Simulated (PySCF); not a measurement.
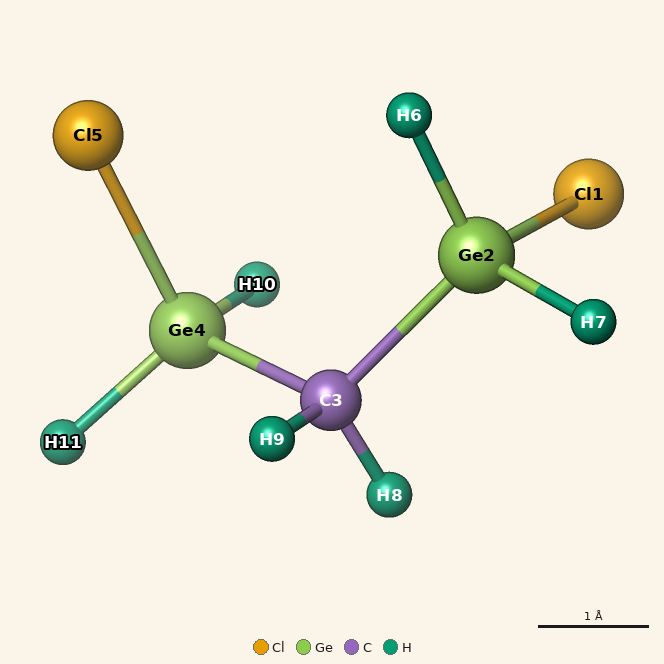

Orthographic view. Depth is shown by fading: the farther an atom, the more it takes the colour of the background. The computed structure is the end point of a PBE0-D3(BJ)/def2-SVP optimisation. No frequency run is at hand to confirm it as a minimum.

Write a Z-matrix (Å, degrees) in the order of the atom numbers, with these reference atoms: 2 to 1; 3 to 2, 1; 4 to 3, 2, 1; 5 to 4, 3, 2; 6 to 2, 3, 4; 7 to 2, 6, 3; 8 to 3, 2, 6; 9 to 3, 8, 2; 10 to 4, 3, 8; 11 to 4, 10, 3.

```
Cl 
Ge   1   2.171
C    2   1.947   1   105.3
Ge   3   1.947   2   114.7   1   -59.8
Cl   4   2.173   3   106.4   2   -55.2
H    2   1.532   3   113.3   4    57.2
H    2   1.537   6   112.0   3  -127.5
H    3   1.102   2   108.0   6   178.3
H    3   1.102   8   107.8   2  -117.7
H    4   1.532   3   112.9   8   -58.8
H    4   1.537  10   112.1   3  -126.7
```
